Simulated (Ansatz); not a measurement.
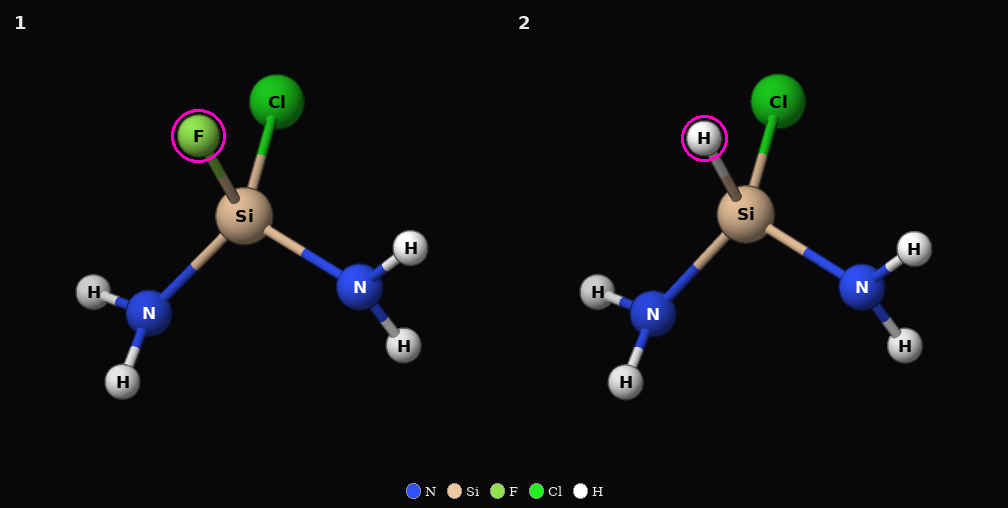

2 molecules with one skeleton, seen from the same side and at one scale; the atom that differs is circled. Charge 0, singlet. Computed geometries: PBE0-D4/def2-TZVP optimisations, one conformation each. Properties computed with Ansatz 0.2.0.

One atom differs, called X below: F in panel 1, H in panel 2. Their formulas are ClFH4N2Si (`N[Si](N)(F)Cl`), ClH5N2Si (`N[SiH](N)Cl`).

### In which is the harmonic zero-point energy higher (PBE0-D4/def2-TZVP)?

In panel 2 (X = H).

### In which is the length of X–Si larger (PBE0-D4/def2-TZVP)?

In panel 1 (X = F).

Give the values. With PBE0-D4/def2-TZVP: length of X–Si (Å), smallest angle N–Si–X (°), largest angle N–Si–X (°), harmonic zero-point energy (kJ/mol). With ωB97M-V/def2-QZVPP: HOMO energy (Kohn–Sham orbital) (eV), HOMO–LUMO gap (eV). With r2SCAN-D4/def2-TZVPP: dipole moment (D).

```csv
quantity,1 (F),2 (H),2 − 1
length of X–Si (Å),1.593,1.481,−0.112
smallest angle N–Si–X (°),104.4,105.8,+1.4
largest angle N–Si–X (°),116.4,118.8,+2.4
HOMO energy (Kohn–Sham orbital) (eV),−10.47,−10.17,+0.30
HOMO–LUMO gap (eV),11.93,11.88,−0.05
dipole moment (D),2.50,2.15,−0.35
harmonic zero-point energy (kJ/mol),152.9,166.5,+13.6
```
